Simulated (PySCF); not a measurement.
C$_{5}$H$_{11}$NO$_{2}$Si

Input file:

```
{"job": {"kind": "nmr", "xc": "PBE0", "basis": "pcSseg-1"}, "charge": 0, "multiplicity": 1}
C      4.255304    -0.818788     0.273424
C      3.490934    -0.240015     1.181587
O      2.163781    -0.068245     1.112569
Si     1.094680    -0.503324    -0.053880
C     -0.514902     0.169960     0.698893
C     -1.531340    -0.149361    -0.346817
O     -1.222106    -0.798199    -1.332295
N     -2.780821     0.315501    -0.141896
C     -3.863889     0.096134    -1.069573
H      3.839533    -1.216323    -0.634098
H      5.314901    -0.906619     0.420914
H      3.902052     0.163386     2.100966
H      1.068926    -1.956663    -0.190081
H      1.414111     0.174149    -1.307729
H     -0.491441     1.240684     0.897642
H     -0.780831    -0.322765     1.633494
H     -2.975136     0.846223     0.692350
H     -3.465791    -0.493587    -1.893528
H     -4.243945     1.045089    -1.452830
H     -4.679168    -0.450581    -0.592148
```

Command:

```sh
OMP_NUM_THREADS=1 python probes_run.py task.json out
```

Geometry: GFN2-xTB.

The calculation used PBE0/pcSseg-1, SCF density, gas phase, non-relativistic in PySCF.

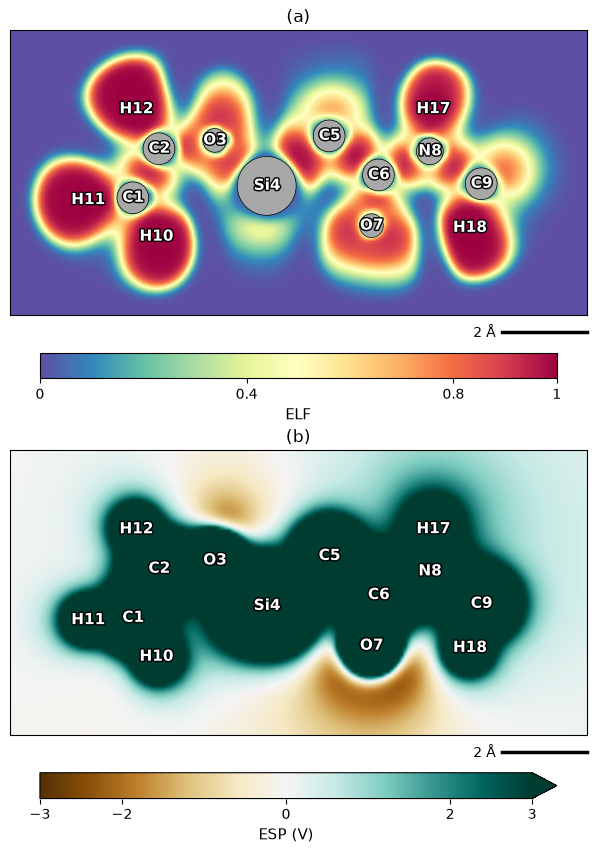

Figure 1. (a) ELF; (b) molecular electrostatic potential on the plane of atoms Si4, C5 and C6. Grey discs cover the atomic cores in the ELF map.

> Read the bonding off the picture.

- The section cuts through C, O, Si, N and H sites.
- C–O (1.22 Å): the ELF peaks at about 0.85 between the atoms: a multiple bond.
- C–C (1.32 Å): the ELF peaks at about 0.90 between the atoms; a multiple bond.
- C–N (1.35 Å): the ELF peaks at about 0.90 between the atoms: localised, covalent bonding.
- Si–O (1.64 Å): the ELF peaks at about 0.85 between the atoms; a polar covalent bond.
- C–Si (1.90 Å): the ELF peaks at about 0.95 between the atoms, as expected for a covalent bond.
- The ELF also peaks beside O7 and O3, away from the bonds: lone-pair regions.
- Outside the dense part of the molecule the potential is most negative (−2.2 V) near O7.

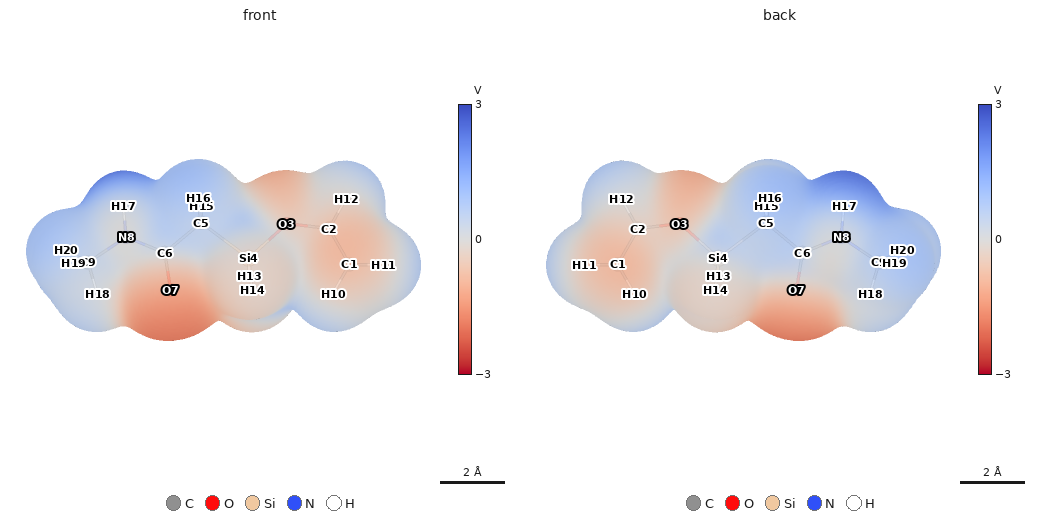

Figure 2. The electrostatic potential painted on the density surface at 0.002 e/bohr³, seen from the front and from behind; the colour scale runs from red (negative) to blue (positive).

> Where is the surface potential most negative and most positive?

The most negative region (about −1.8 V) lies over O7, the most positive (about +2.3 V) over H17. O7 is the likeliest acceptor of a hydrogen bond.

> What dipole moment does the calculation give?

Its dipole moment is 3.95 D.
